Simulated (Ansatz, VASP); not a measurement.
# Cross-check of CdF2 between VASP and Ansatz, part 2 of 2

Wanted: the spread between two codes on one cell, functional and k mesh.  Other levels of theory on this material are compared in a session of their own. Valence electrons are named where the data sets of a main pair hold unlike numbers.

VASP 6.6.1 and Ansatz 0.2.0.

So far. Step 3 (VASP: band structure, LDA): The PAW data sets were made with PBE, though LDA sets exist; pressures can shift by 1 GPa and more with it. At this level the cell is under a tension of 4.8 GPa, so at these settings it is away from equilibrium. Step 4 (Differences): Among the levels compared at these points, filled levels agree within 10 meV and empty ones within 31 meV. Ansatz's pressure holds a Pulay correction of 0.91 GPa; VASP's holds none.

### 5. VASP: band structure, r2SCAN

Level of this step: r2SCAN; plane waves and PAW (Cd, F) (VASP).

Levels along a path test the potential and the projectors away from the mesh points.

INCAR reads:

```
SYSTEM = CdF2
PREC = Accurate
ENCUT = 520
EDIFF = 1E-06
NELM = 100
ISMEAR = 0
SIGMA = 0.02
LREAL = .FALSE.
ALGO = Normal
METAGGA = R2SCAN
LASPH = .TRUE.
NBANDS = 26
LORBIT = 11
LWAVE = .FALSE.
LCHARG = .FALSE.
KPAR = 4
```

POSCAR reads:

```
CdF2
1.0
    0.0000000000      2.6940000000      2.6940000000
    2.6940000000      0.0000000000      2.6940000000
    2.6940000000      2.6940000000      0.0000000000
Cd F
1 2
Direct
    0.0000000000      0.0000000000      0.0000000000
    0.2500000000      0.2500000000      0.2500000000
    0.7500000000      0.7500000000      0.7500000000
```

KPOINTS reads:

```
Automatic mesh
0
Gamma
5 5 5
0 0 0
```

KPOINTS_OPT reads:

```
Line mode
16
Line-mode
Reciprocal
  0.00000000   0.00000000   0.00000000 GAMMA
  0.50000000   0.00000000   0.50000000 X

  0.50000000   0.00000000   0.50000000 X
  0.50000000   0.25000000   0.75000000 W

  0.50000000   0.25000000   0.75000000 W
  0.37500000   0.37500000   0.75000000 K

  0.37500000   0.37500000   0.75000000 K
  0.00000000   0.00000000   0.00000000 GAMMA

  0.00000000   0.00000000   0.00000000 GAMMA
  0.50000000   0.50000000   0.50000000 L

  0.50000000   0.50000000   0.50000000 L
  0.62500000   0.25000000   0.62500000 U

  0.62500000   0.25000000   0.62500000 U
  0.50000000   0.25000000   0.75000000 W

  0.50000000   0.25000000   0.75000000 W
  0.50000000   0.50000000   0.50000000 L

  0.50000000   0.50000000   0.50000000 L
  0.37500000   0.37500000   0.75000000 K

  0.62500000   0.25000000   0.62500000 U
  0.50000000   0.00000000   0.50000000 X
```

PAW data sets: Cd and F (PBE family, release 64).

On the command line:

```sh
mpirun -np 4 vasp_std
```

Numbers of over 12 decimals in the logs are rounded to 6 here.

What it wrote:

```text
[banner, memory and clock lines left out]
running    4 mpi-ranks, on    1 nodes
[...]
[... a notice as in an earlier step ...]

 LDA part: xc-table for (None), standard interpolation
 POSCAR, INCAR and KPOINTS ok, starting setup
[...]
entering main loop
       N       E                     dE             d eps       ncg     rms          rms(c)
DAV:   1     0.170553101490E+03    0.17055E+03   -0.15090E+04   552   0.103E+03
DAV:   2    -0.346994740994E+02   -0.20525E+03   -0.19184E+03   606   0.294E+02
DAV:   3    -0.431072728376E+02   -0.84078E+01   -0.83815E+01   582   0.631E+01
DAV:   4    -0.431402075432E+02   -0.32935E-01   -0.32933E-01   566   0.404E+00
[...]
DAV:  14    -0.337193597171E+02    0.48547E-05   -0.32129E-05   550   0.444E-02    0.125E-02
DAV:  15    -0.337193586386E+02    0.10785E-05   -0.85311E-07   382   0.673E-03    0.680E-03
DAV:  16    -0.337193583401E+02    0.29851E-06   -0.66761E-07   308   0.624E-03
   1 F= -.33719358E+02 E0= -.33719358E+02  d E =-.318292E-29
 Start KPOINTS_OPT (optional k-point list driver)
k-point batch [1-10\160]
       N       E                     dE             ncg
DAV:   1     0.197473343989E+03   -0.22800E+04      536
DAV:   2    -0.187305014897E+04   -0.20705E+04      630
DAV:   3    -0.196161452088E+04   -0.88564E+02      554
DAV:   4    -0.196197245723E+04   -0.35794E+00      526
DAV:   5    -0.196197358636E+04   -0.11291E-02      532
DAV:   6    -0.196197359223E+04   -0.58737E-05      520
DAV:   7    -0.196197359227E+04   -0.35258E-07      380
[...]
k-point batch [151-160\160]
       N       E                     dE             ncg
DAV:   1     0.663038130221E+02   -0.10012E+05      552
DAV:   2    -0.191977939410E+04   -0.19861E+04      570
DAV:   3    -0.199603739263E+04   -0.76258E+02      670
DAV:   4    -0.199632126240E+04   -0.28387E+00      624
DAV:   5    -0.199632214130E+04   -0.87890E-03      652
DAV:   6    -0.199632214566E+04   -0.43652E-05      640
DAV:   7    -0.199632214569E+04   -0.27325E-07      472
```

From OUTCAR (step 5):

```text
  Total        0.2458646      0.2458646      0.2458646     -0.0000000      0.0000000      0.0000000
  in kB       10.0735785     10.0735785     10.0735785     -0.0000000      0.0000000      0.0000000
  external PRESSURE =      10.0735785 kB  Pullay stress =       0.0000000 kB

 POSITION                                       TOTAL-FORCE (eV/Angst)
 -----------------------------------------------------------------------------------
      0.00000      0.00000      0.00000         0.000000      0.000000      0.000000
      1.34700      1.34700      1.34700         0.000000      0.000000      0.000000
      4.04100      4.04100      4.04100        -0.000000     -0.000000     -0.000000
 -----------------------------------------------------------------------------------
    total drift:                                0.000000      0.000000      0.000000

  FREE ENERGIE OF THE ION-ELECTRON SYSTEM (eV)
  ---------------------------------------------------
  free  energy   TOTEN  =       -33.7193583401 eV

  energy  without entropy=      -33.7193583401  energy(sigma->0) =      -33.71935834

[... 2 parts as in an earlier step ...]

[... 1 further part left out ...]
[key lines of the parts left out:]
E-fermi :  -1.7940
```

The run ends at a pressure of 1.01 GPa.

### 6. Ansatz: band structure, r2SCAN

The same cell, functional, mesh and smearing now go to Ansatz, which takes its cutoff from its data sets.

input.yaml reads:

```yaml
crystal:
  lattice:
    - [0.0, 2.694, 2.694]
    - [2.694, 0.0, 2.694]
    - [2.694, 2.694, 0.0]
  atoms:
    - { symbol: Cd, position: [0.0, 0.0, 0.0] }
    - { symbol: F, position: [0.25, 0.25, 0.25] }
    - { symbol: F, position: [0.75, 0.75, 0.75] }
hamiltonian:
  xc: r2scan
  pseudopotentials: { kind: paw }
kpoints:
  mp_grid: { grid: [5, 5, 5] }
  band_path:
    path:
      - [0.0, 0.0, 0.0]
      - [0.16667, 0.0, 0.16667]
      - [0.33333, 0.0, 0.33333]
      - [0.5, 0.0, 0.5]
      - [0.5, 0.08333, 0.58333]
      - [0.5, 0.18333, 0.68333]
      - [0.5, 0.25, 0.75]
      - [0.45, 0.3, 0.75]
      - [0.40833, 0.34167, 0.75]
      - [0.35, 0.35, 0.7]
      - [0.225, 0.225, 0.45]
      - [0.075, 0.075, 0.15]
      - [0.03333, 0.03333, 0.03333]
      - [0.23333, 0.23333, 0.23333]
      - [0.4, 0.4, 0.4]
      - [0.51667, 0.46667, 0.51667]
      - [0.55833, 0.38333, 0.55833]
      - [0.60833, 0.28333, 0.60833]
      - [0.60833, 0.25, 0.64167]
      - [0.55833, 0.25, 0.69167]
      - [0.51667, 0.25, 0.73333]
      - [0.5, 0.3, 0.7]
      - [0.5, 0.38333, 0.61667]
      - [0.5, 0.48333, 0.51667]
      - [0.475, 0.475, 0.55]
      - [0.425, 0.425, 0.65]
      - [0.38333, 0.38333, 0.73333]
      - [0.59167, 0.18333, 0.59167]
      - [0.55, 0.1, 0.55]
      - [0.5, 0.0, 0.5]
    npoints: 1
scf:
  occupations: { method: gaussian, width: 0.02 }
  n_extra_bands: 7
output:
  forces: true
  stress: true
  eigenvalues: true
```

On the command line:

```sh
ansatz run input.yaml --threads 2 --pin off --max-ram 4608MiB --backend cpu --events-out ev --progress --plain --runs-dir out
```

What it wrote:

```text
[...]
Crystal: 3 atoms, lattice volume = 39.104 Å³
Basis set: ecut = 500 eV, 965 PW (Γ), exchange–correlation on 120×120×120 points (64 copies of the dense FFT grid, shifted against one another)
Bands: 24, of which v1, the nominal top of the filled ones, is band 17 counted from 1 (16 counted from 0)
Symmetry: 48 space group operations
[...]
k-points: 10 of 125
[...]
k-point 0: bands = [... 13 lower, 4.8876, 5.3650, 5.3650, 5.3650, 9.6716, 19.5159, 19.5159, 19.5159, ... 3 higher]
  k-point 1: bands = [... 13 lower, 4.6322, 5.0070, 5.3965, 5.3965, 10.9620, 17.9052, 20.1134, 20.1134, ... 3 higher]
  k-point 2: bands = [... 13 lower, 4.1320, 4.1320, 5.4592, 5.4592, 13.2765, 16.0760, 21.2727, 21.2727, ... 3 higher]
  k-point 9: bands = [... 13 lower, 3.9368, 4.7392, 5.3048, 5.7928, 14.4571, 16.9136, 19.3350, 19.4494, ... 3 higher]
[key lines of the parts left out:]
SCF converged after 7 iterations
Free energy (F): -9889.378150 eV
Fermi energy:    7.732402 eV
P = ⅓ Tr σ = 0.0307 GPa (0.307 kbar)
```

Wall time 3.1 s (2 threads of Arm Neoverse N1, shared host); peak memory 0.37 GiB.

### 7. Comparison

What differs besides the data sets and the points named for the pairs above, as far as they apply: VASP keeps PBE cores, Ansatz makes them for the functional; the data sets hold 34 valence electrons in Ansatz (on its default PAW (the set named soft_2) files) and 26 in VASP; the cutoff is 500 eV in Ansatz and 520 eV in VASP. Total energies have different zeros and are not compared.

Compared:

```tsv
quantity	Ansatz	VASP	difference
pressure (GPa)	0.03	1.01	-0.98
pressure without Ansatz's Pulay correction (GPa)	-0.14	1.01	-1.15
gap over the path points (eV)	3.794	3.750	+0.044
```

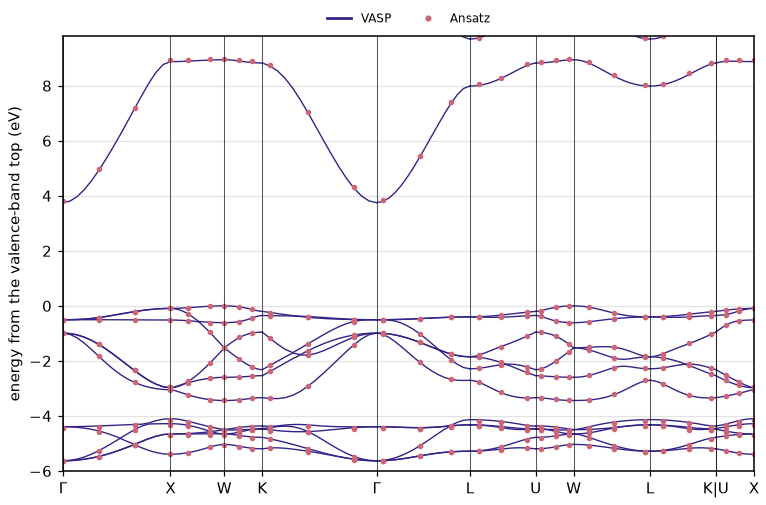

Bands from VASP (lines) and levels from Ansatz (dots). Dots without a line are higher empty bands that the VASP plot leaves out.

Levels at points of the path, from each program's valence-band top (eV; 4 filled, then empty):

```tsv
k (reciprocal lattice)	Ansatz	VASP
0.000 0.000 0.000	-0.99 -0.51 -0.51 -0.51 3.79 13.64	-0.99 -0.50 -0.50 -0.50 3.75 13.61
0.167 0.000 0.167	-1.40 -0.51 -0.43 -0.43 4.96 12.20	-1.40 -0.50 -0.43 -0.43 4.92 12.16
0.333 0.000 0.333	-2.35 -0.52 -0.21 -0.21 7.21 10.83	-2.35 -0.51 -0.21 -0.21 7.17 10.79
0.500 0.000 0.500	-2.96 -0.52 -0.09 -0.09 8.92 10.59	-2.97 -0.51 -0.09 -0.09 8.88 10.54
0.500 0.083 0.583	-2.74 -0.55 -0.30 -0.07 8.94 10.86	-2.74 -0.54 -0.30 -0.07 8.89 10.82
0.500 0.183 0.683	-2.07 -0.96 -0.60 -0.01 8.98 11.79	-2.08 -0.97 -0.60 -0.01 8.93 11.76
0.500 0.250 0.750	-1.52 -1.52 -0.62 0.00 8.99 11.87	-1.52 -1.52 -0.61 0.00 8.95 11.87
0.450 0.300 0.750	-1.94 -1.15 -0.58 -0.04 8.94 11.71	-1.94 -1.15 -0.57 -0.04 8.90 11.70
0.408 0.342 0.750	-2.22 -0.99 -0.45 -0.13 8.88 11.61	-2.22 -0.99 -0.44 -0.13 8.84 11.60
0.350 0.350 0.700	-2.17 -1.18 -0.36 -0.24 8.76 11.35	-2.16 -1.18 -0.36 -0.24 8.72 11.34
```

Among the levels compared at these points, filled levels agree within 12 meV and empty ones within 45 meV. Ansatz's pressure holds a Pulay correction of 0.17 GPa; VASP's holds none.

### 8. Results

| Item | Value |
| --- | --- |
| largest difference of a filled level at the path points (band structure, LDA) | 10 meV |
| difference in pressure (band structure, LDA) | -0.95 GPa |
| largest difference of a filled level at the path points (band structure, r2SCAN) | 12 meV |
| difference in pressure (band structure, r2SCAN) | -0.98 GPa |
| difference in gap over the path points (band structure, r2SCAN) | 0.044 eV |

What this shows: The difference in pressure is -0.98 GPa (band structure, r2SCAN), at about the 1 GPa picked in this series as the mark of a large difference. The data sets hold unlike numbers of valence electrons (34 in Ansatz and 26 in VASP), so part of the differences comes from the potentials. 3 further runs of this series are not shown here. How closely two codes agree says nothing of how well the functional describes the real material.

[Lines on the potential files, build, host, timing and source positions are cut from VASP's logs without a mark.]

[Logs are printed without paths, hosts, clocks, repeated set-up lines and the standing remarks that a program may print on its own settings, such as how far it seeks lower states.]

[Hosts, paths, dates, database ids (printed as entryN), source tags and the programs' standing remarks are cut or masked in the printed files.]
